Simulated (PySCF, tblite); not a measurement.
# C₆H₁₄OSSi: geometry, infrared bands and NMR shifts

What infrared bands and NMR shifts should C₆H₁₄OSSi (`CC(C)(C)[C@@H]1CO[SiH2]S1`) show?

Computed with tblite 0.8.0 and PySCF 2.14.0, with density-fitted response routines of our own, on a single molecule in the gas phase. Atoms count from 0, in the outputs and in this text.

### 1 The molecule as given

23 atoms, charge 0, multiplicity 1; geometry from: force field or distance geometry start.

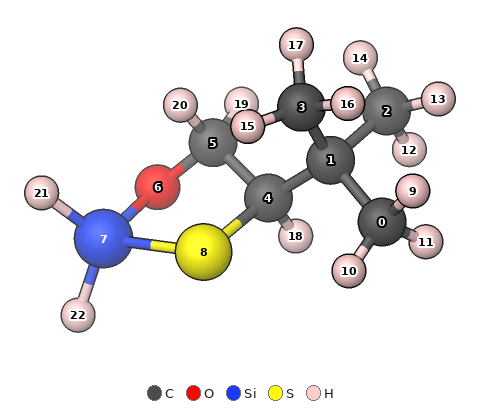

As it starts; carbon dark grey, oxygen red, silicon blue, sulfur yellow, hydrogen pink, atoms numbered; sticks join atoms by distance.

### 2 Geometry optimisation with GFN2-xTB

What the job is given:

```
{"job": {"kind": "relax", "xc": "GFN2-xTB", "basis": "xTB"}, "charge": 0, "multiplicity": 1}
C     -1.583500     1.490300     0.151900
C     -0.891300     0.140900     0.092900
C     -1.831800    -0.748100    -0.707300
C     -0.883600    -0.417900     1.480700
C      0.445400     0.270600    -0.540000
C      1.240800    -1.006700    -0.660000
O      2.471000    -0.702600    -1.229000
Si     3.318300     0.339800    -0.134400
S      1.489900     1.305400     0.547600
H     -2.392800     1.381700     0.934400
H     -0.925100     2.303400     0.465700
H     -2.044400     1.683200    -0.836700
H     -1.857500    -0.344700    -1.749700
H     -2.847700    -0.569700    -0.325100
H     -1.567300    -1.790600    -0.669200
H     -0.042600    -0.103100     2.120100
H     -1.811300    -0.065500     2.013100
H     -0.999000    -1.541200     1.463000
H      0.335200     0.695400    -1.554900
H      0.767400    -1.776100    -1.286200
H      1.449800    -1.454600     0.336700
H      3.986800    -0.365200     0.930900
H      4.168500     1.302300    -0.834400
```

The run is started by

```
$ OMP_NUM_THREADS=1 python probes_run.py task.json out
```

One launch serves the whole session: the jobs run in the order shown.

Output:

```text
step      E/eV     max force
  0    -791.64604    2.475
  1    -791.95863    1.266
  2    -792.06337    0.626
  3    -792.11509    0.639
  4    -792.22020    0.636
  5    -792.25458    0.520
  6    -792.29428    0.342
  7    -792.31464    0.282
  8    -792.33232    0.257
  9    -792.34479    0.270
 10    -792.35655    0.266
 11    -792.36832    0.249
 12    -792.38139    0.234
 13    -792.39514    0.290
 14    -792.41007    0.347
 15    -792.42415    0.289
 16    -792.43427    0.207
 17    -792.44131    0.155
 18    -792.44700    0.239
 19    -792.45272    0.272
 20    -792.45941    0.235
 21    -792.46599    0.257
 22    -792.47088    0.179
 23    -792.47437    0.117
 24    -792.47763    0.139
 25    -792.48097    0.161
 26    -792.48404    0.147
 27    -792.48652    0.111
 28    -792.48880    0.132
 29    -792.49140    0.154
 30    -792.49412    0.139
 31    -792.49630    0.094
 32    -792.49780    0.083
 33    -792.49900    0.082
 34    -792.50024    0.106
 35    -792.50141    0.075
 36    -792.50232    0.069
 37    -792.50302    0.070
 38    -792.50367    0.067
 39    -792.50423    0.056
 40    -792.50470    0.053
 41    -792.50517    0.046
 42    -792.50587    0.084
 43    -792.50656    0.089
 44    -792.50725    0.062
 45    -792.50776    0.065
 46    -792.50828    0.067
 47    -792.50893    0.101
 48    -792.50968    0.101
 49    -792.51030    0.059
 50    -792.51074    0.051
 51    -792.51114    0.051
 52    -792.51160    0.066
 53    -792.51203    0.054
 54    -792.51231    0.033
 55    -792.51252    0.037
 56    -792.51273    0.037
 57    -792.51292    0.036
 58    -792.51303    0.021
 59    -792.51310    0.021
 60    -792.51316    0.025
 61    -792.51323    0.023
 62    -792.51329    0.019
 63    -792.51333    0.015
 64    -792.51336    0.014
 65    -792.51341    0.023
 66    -792.51348    0.029
 67    -792.51354    0.021
 68    -792.51358    0.012
 69    -792.51362    0.013
 70    -792.51368    0.021
 71    -792.51375    0.029
 72    -792.51382    0.023
 73    -792.51389    0.016
 74    -792.51394    0.014
 75    -792.51400    0.018
 76    -792.51405    0.017
 77    -792.51409    0.017
 78    -792.51413    0.016
 79    -792.51417    0.015
 80    -792.51423    0.021
 81    -792.51429    0.019
 82    -792.51436    0.021
 83    -792.51442    0.018
 84    -792.51448    0.018
 85    -792.51452    0.016
 86    -792.51455    0.013
 87    -792.51459    0.013
 88    -792.51463    0.023
 89    -792.51468    0.027
 90    -792.51472    0.020
 91    -792.51474    0.010
 92    -792.51475    0.010
 93    -792.51477    0.013
 94    -792.51479    0.019
 95    -792.51482    0.017
 96    -792.51483    0.007
```

It took 1.8 s on 1 thread of Arm Neoverse N1, shared host; peak memory 0.18 GiB.

Step by step: (not every step is listed)

```csv
step,energy from step 0 (eV),largest force (eV/Å)
0,0.0000,2.4751
1,-0.3126,1.2661
2,-0.4173,0.6259
3,-0.4691,0.6390
4,-0.5742,0.6364
5,-0.6085,0.5200
6,-0.6482,0.3422
7,-0.6686,0.2821
8,-0.6863,0.2569
16,-0.7882,0.2066
24,-0.8316,0.1393
32,-0.8518,0.0826
40,-0.8587,0.0535
48,-0.8636,0.1015
56,-0.8667,0.0374
64,-0.8673,0.0142
72,-0.8678,0.0226
80,-0.8682,0.0207
88,-0.8686,0.0231
91,-0.8687,0.0103
92,-0.8687,0.0104
93,-0.8687,0.0128
94,-0.8687,0.0189
95,-0.8688,0.0166
96,-0.8688,0.0075
```

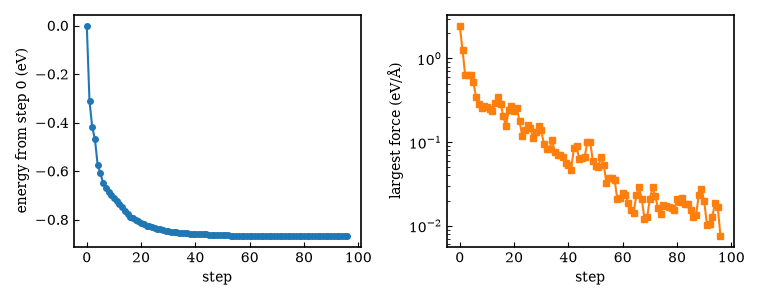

Energy and largest force along the relaxation.

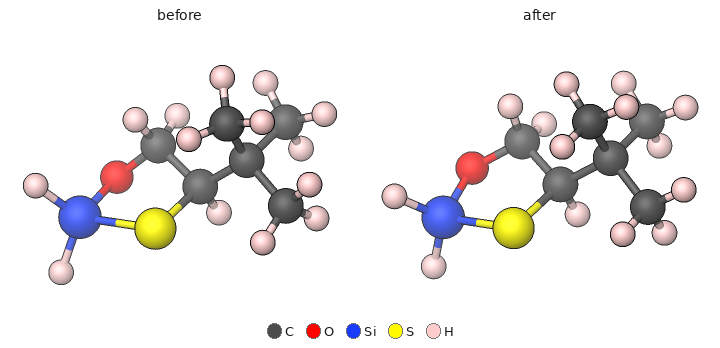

The geometry before (left) and after (right).

Close pairs (by a distance rule), those that changed most:

```csv
bond,before (Å),after (Å),change (Å)
O6–Si7,1.733,1.625,-0.108
C1–C4,1.485,1.539,+0.054
C0–H9,1.131,1.087,-0.044
C3–H17,1.129,1.087,-0.042
C3–H16,1.126,1.087,-0.039
Si7–S8,2.177,2.139,-0.038
C1–C3,1.496,1.529,+0.033
C2–H12,1.118,1.088,-0.030
```

The final coordinates are the input of the step that follows.

### 3 Harmonic vibrations with GFN2-xTB

What the job is given:

```
{"job": {"kind": "ir", "xc": "GFN2-xTB", "basis": "xTB"}, "charge": 0, "multiplicity": 1}
C     -1.581612     1.542045     0.181434
C     -0.956665     0.143718     0.156170
C     -1.811113    -0.762116    -0.738641
C     -0.931825    -0.414424     1.579942
C      0.458330     0.255608    -0.437879
C      1.179104    -1.071829    -0.664634
O      2.531522    -0.860636    -0.960556
Si     3.304695     0.349458    -0.199700
S      1.566317     1.301406     0.604262
H     -2.584385     1.498854     0.599413
H     -0.979087     2.211038     0.790164
H     -1.645940     1.952195    -0.824055
H     -1.781149    -0.423350    -1.772072
H     -2.844546    -0.736453    -0.401069
H     -1.468387    -1.792986    -0.700565
H     -0.285774     0.193200     2.208157
H     -1.935033    -0.396729     1.998588
H     -0.577394    -1.442263     1.599754
H      0.395674     0.779782    -1.396974
H      0.744854    -1.601698    -1.516842
H      1.105250    -1.703785     0.226367
H      4.121589    -0.122872     0.904456
H      3.970826     1.128823    -1.225642
```

Output:

```text
mode    cm-1     km/mol
  1      56.7      2.10
  2      67.6      1.99
  3     156.7      9.26
  4     178.3      0.84
  5     197.0      0.27
  6     233.8      0.34
  7     246.9      0.38
  8     266.2      0.66
  9     291.3      2.09
 10     318.7      0.45
 11     367.9      1.40
 12     405.6      5.32
 13     427.5      2.79
 14     477.3     14.04
 15     488.0      2.81
 16     522.3     20.70
 17     550.3     36.14
 18     574.6     83.55
 19     670.0    187.37
 20     693.4     69.15
 21     780.5    209.89
 22     817.1    176.11
 23     826.0     10.84
 24     957.2      9.56
 25     962.5      1.00
 26     964.9      0.16
 27     970.0      0.75
 28     988.9      2.11
 29    1027.6      5.43
 30    1041.4      1.17
 31    1070.0      5.52
 32    1114.5    119.69
 33    1180.4      6.29
 34    1203.5      5.93
 35    1239.8     19.98
 36    1252.3      9.54
 37    1266.3     26.73
 38    1298.3      4.83
 39    1334.1      6.14
 40    1404.4     10.53
 41    1406.4      9.13
 42    1428.7     10.42
 43    1474.3      0.86
 44    1488.5      0.34
 45    1492.3      0.49
 46    1495.0      2.18
 47    1506.8      6.61
 48    1509.0      2.59
 49    1514.2      4.87
 50    2343.1    318.42
 51    2372.0    164.49
 52    2920.3      5.87
 53    2934.6     52.97
 54    2958.2     26.94
 55    3026.4      2.16
 56    3029.4     31.34
 57    3032.1     23.54
 58    3032.5     18.01
 59    3038.9     47.68
 60    3040.5     54.16
 61    3045.3     51.35
 62    3048.1      5.56
 63    3051.7     41.90
```

It took 2.2 s on 1 thread of Arm Neoverse N1, shared host; peak memory 0.18 GiB.

Which atoms move in the most intense modes:

```csv
cm⁻¹,km/mol,atoms
575,83.5,"H21 46 %, H22 34 %, Si7 12 %"
670,187.4,"H21 33 %, H22 27 %, C4 17 %"
693,69.2,"C4 32 %, H21 14 %, S8 13 %, H22 11 %"
780,209.9,"H22 43 %, H21 42 %"
817,176.1,"Si7 35 %, O6 33 %"
1114,119.7,"C5 44 %, O6 42 %"
2343,318.4,"H21 80 %, H22 16 %"
2372,164.5,"H22 81 %, H21 17 %"
```

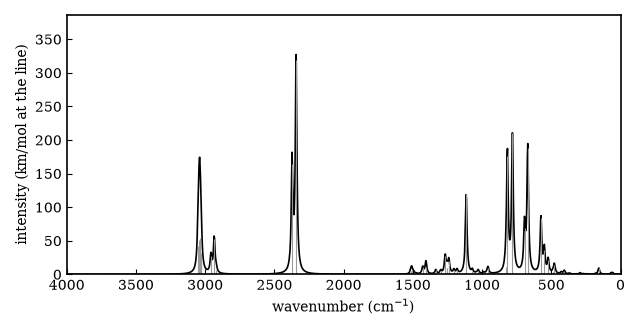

The infrared spectrum from these modes, unscaled. Lines are broadened to a width of 14 cm⁻¹ (Lorentzian).

### 4 Shielding tensors: PBE0/pcSseg-1

Same as in step 3 but for these lines:

```diff
@@ -1,2 +1,2 @@
-{"job": {"kind": "ir", "xc": "GFN2-xTB", "basis": "xTB"}, "charge": 0, "multiplicity": 1}
+{"job": {"kind": "nmr", "xc": "PBE0", "basis": "pcSseg-1"}, "charge": 0, "multiplicity": 1}
 C     -1.581612     1.542045     0.181434
```

With the program's defaults for keys left out, this is: GIAO PBE0/pcSseg-1 NMR shielding, non-relativistic, gas phase.

Output:

```text
coarse grid: 19536 points
cycle   1  E = -999.1544886310  dE =  1.101e+00  |g| = 7.390e-01  |ddm| = 4.265e+00
cycle   2  E = -999.0477706548  dE =  1.067e-01  |g| = 1.068e+00  |ddm| = 1.654e+00
cycle   3  E = -999.2640450707  dE = -2.163e-01  |g| = 1.213e-01  |ddm| = 1.087e+00
cycle   4  E = -999.2668700384  dE = -2.825e-03  |g| = 4.089e-02  |ddm| = 1.612e-01
cycle   5  E = -999.2672558822  dE = -3.858e-04  |g| = 8.993e-03  |ddm| = 5.463e-02
cycle   6  E = -999.2672738824  dE = -1.800e-05  |g| = 3.416e-03  |ddm| = 1.449e-02
cycle   7  E = -999.2672764754  dE = -2.593e-06  |g| = 6.292e-04  |ddm| = 3.641e-03
final grid: 177336 points
cycle   8  E = -999.3367343706  dE = -9.009e-05  |g| = 1.235e-02  |ddm| = 5.183e-02
cycle   9  E = -999.3367065794  dE =  2.779e-05  |g| = 1.684e-02  |ddm| = 2.540e-02
cycle  10  E = -999.3367676494  dE = -6.107e-05  |g| = 1.856e-03  |ddm| = 1.661e-02
cycle  11  E = -999.3367683794  dE = -7.300e-07  |g| = 3.629e-04  |ddm| = 2.204e-03
cycle  12  E = -999.3367684083  dE = -2.891e-08  |g| = 8.517e-05  |ddm| = 4.974e-04
cycle  13  E = -999.3367684098  dE = -1.547e-09  |g| = 4.064e-05  |ddm| = 1.667e-04
cycle  14  E = -999.3367684102  dE = -3.636e-10  |g| = 6.968e-06  |ddm| = 4.141e-05
converged SCF energy = -999.3367684102

GIAO shielding tensors (ppm)
atom      isotropic    diamagn.    paramagn.     s11        s22        s33       span
  0 C      151.593     248.135     -96.541    130.679    139.101    185.000     54.321
  1 C      152.474     243.938     -91.464    145.847    150.672    160.903     15.056
  2 C      156.192     248.426     -92.235    139.950    143.280    185.345     45.395
  3 C      163.294     248.107     -84.813    150.855    152.996    186.031     35.177
  4 C      120.857     255.407    -134.550     81.019    131.744    149.808     68.788
  5 C      115.263     247.937    -132.675     79.814    112.482    153.491     73.677
  6 O      296.830     395.442     -98.612    243.402    264.191    382.897    139.494
  7 Si     343.152     881.059    -537.907    294.263    334.606    400.588    106.325
  8 S      649.696    1060.774    -411.078    504.942    562.442    881.704    376.762
  9 H       30.869      31.587      -0.718     26.887     27.970     37.751     10.864
 10 H       29.903      31.560      -1.657     24.294     30.763     34.650     10.356
 11 H       30.708      31.743      -1.035     27.166     27.821     37.137      9.971
 12 H       30.768      32.029      -1.261     27.024     28.168     37.112     10.088
 13 H       30.623      31.537      -0.914     26.487     27.945     37.437     10.950
 14 H       30.820      32.047      -1.227     26.012     29.607     36.841     10.829
 15 H       29.638      31.714      -2.075     23.799     31.095     34.021     10.221
 16 H       31.101      31.820      -0.720     26.966     28.576     37.760     10.794
 17 H       30.941      32.115      -1.175     26.170     29.513     37.139     10.968
 18 H       28.298      35.957      -7.659     24.428     27.327     33.140      8.712
 19 H       27.354      31.613      -4.259     20.885     29.568     31.608     10.723
 20 H       28.096      32.847      -4.752     21.660     29.489     33.138     11.478
 21 H       26.063      28.696      -2.634     22.226     23.035     32.927     10.701
 22 H       26.219      28.932      -2.713     22.374     22.994     33.290     10.917
```

It took 1.9 min on 1 thread of Arm Neoverse N1, shared host; peak memory 1.1 GiB.

The references, computed at this level on geometries of the same kind, shield at (ppm): 1H TMS 31.72, 13C TMS 186.9, 29Si TMS 349.2, 17O H2O 336.1, 33S CS2 504. Their shielding less the atom's gives the shift. The references are single molecules in the gas phase, so shifts against H2O, NH3, PH3, H3PO4 or CFCl3 are not on the usual liquid scales and can be off by tens of ppm. Atoms listed in one row are averaged.

```csv
atoms,environment,σ (ppm),δ (ppm),δ scaled to CDCl3
C5,sp3 CH2 bonded to O,115.3,71.7,68.0
C4,sp3 CH bonded to S,120.9,66.1,58.2
C1,quaternary sp3 carbon,152.5,34.5,31.7
"C0, C2, C3",methyl carbon,157.0,29.9,27.3
H21,"hydrogen on a silicon bonded to O, S, in a 5-membered ring",26.06,5.65,–
H22,"hydrogen on a silicon bonded to O, S, in a 5-membered ring",26.22,5.50,–
H19,hydrogen on an sp3 CH2 bonded to O,27.35,4.36,4.22
H20,hydrogen on an sp3 CH2 bonded to O,28.10,3.62,3.52
H18,hydrogen on an sp3 CH bonded to S,28.30,3.42,3.33
"H9, H10, H11, H12, H13 and 4 more",hydrogen on a methyl carbon,30.60,1.12,1.16
O6,"oxygen bonded to C, Si, in a 5-membered ring",296.8,39.2,–
Si7,"silicon bonded to O, S, 2 H, in a 5-membered ring",343.2,6.0,–
S8,"sulfur bonded to C, Si, in a 5-membered ring",650,-146,–
```

The scaled column applies a straight-line fit of computed shieldings to shifts measured in CDCl3, with any fitted terms for Cl, Br or S neighbours (root-mean-square error 0.16 ppm for H, 1.9 ppm for C).

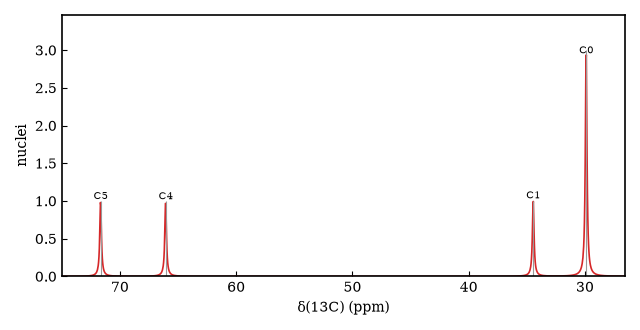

13C lines at the computed shifts, without couplings. Lines are broadened to a width of 0.17 ppm (Lorentzian).

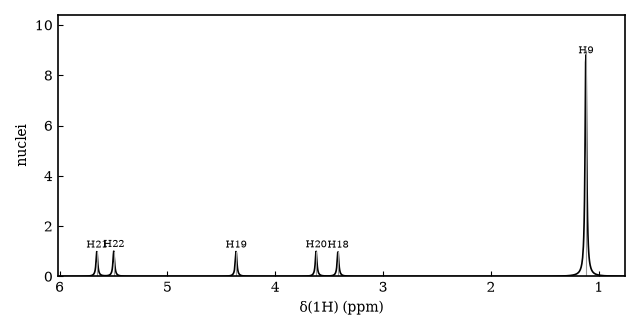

1H lines at the computed shifts, without couplings. Lines are broadened to a width of 0.02 ppm (Lorentzian).

The run also stored atomic charges by several schemes (e):

```csv
atoms,Mulliken,IAO,Hirshfeld,ESP fit
"C0, C2, C3",-0.13,-0.42,-0.12,-0.54
C1,-0.61,0.06,0.03,0.72
C4,-0.36,-0.18,-0.02,-0.46
C5,0.23,-0.05,0.00,0.23
O6,-0.62,-0.65,-0.24,-0.53
Si7,0.82,0.95,0.38,0.86
S8,-0.28,-0.25,-0.09,-0.38
```

Mulliken charges:

C0 -0.13; C1 -0.61; C2 -0.15; C3 -0.13; C4 -0.36; C5 0.23; O6 -0.62; Si7 0.82; S8 -0.28; H9 0.11; H10 0.13; H11 0.11; H12 0.11; H13 0.12; H14 0.11; H15 0.13; H16 0.11; H17 0.10; H18 0.16; H19 0.13; H20 0.11; H21 -0.10; H22 -0.10

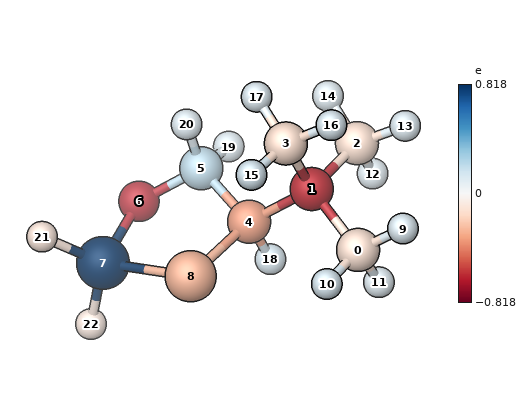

Mulliken charges, as colours on the atoms.

Mayer bond orders: C0–C1 1.02, C1–C2 1.01, C1–C3 1.00, C1–C4 0.95, C4–C5 0.98, C5–O6 0.87, O6–Si7 0.99, Si7–S8 0.95, S8–C4 1.01.

Ring of atoms C4, C5, O6, Si7, S8: NICS(0) -8.3, NICS(1) -3.9, NICS(1)zz -3.1 ppm (means of both faces).

### 5 What came out

| quantity | value |
| --- | --- |
| strongest single infrared mode (GFN2-xTB) | 2343 cm⁻¹, 318 km/mol |
| zero-point energy (GFN2-xTB) | 118.8 kcal/mol |
| 13C shifts against TMS (PBE0/pcSseg-1, means over atoms taken as alike) | 71.7, 66.1, 34.5, 29.9 ppm |
| 1H shifts against TMS (PBE0/pcSseg-1, means over atoms taken as alike) | 5.65, 5.50, 4.36, 3.62, 3.42, 1.12 ppm |
| 17O shifts against H2O (PBE0/pcSseg-1) | 39.2 ppm |
| 29Si shifts against TMS (PBE0/pcSseg-1) | 6.0 ppm |
| 33S shifts against CS2 (PBE0/pcSseg-1) | -146 ppm |

What this shows: The optimisation took 96 steps and gained 0.869 eV; among the close pairs (by a distance rule), O6–Si7 changed most, from 1.733 to 1.625 Å. No mode is imaginary among the 63: a minimum at this level. The strongest single mode, at 2343 cm⁻¹, moves mainly H21. GFN2-xTB is a fitted tight-binding method: band positions and strengths are rough. Its intensities can rank the bands wrongly. C5 (sp3 CH2 bonded to O) lies farthest downfield among carbon, at 71.7 ppm; deshielded by the electronegative neighbour. At PBE0/pcSseg-1: The largest span, 377 ppm, is at S8, where the paramagnetic term is -411 ppm.
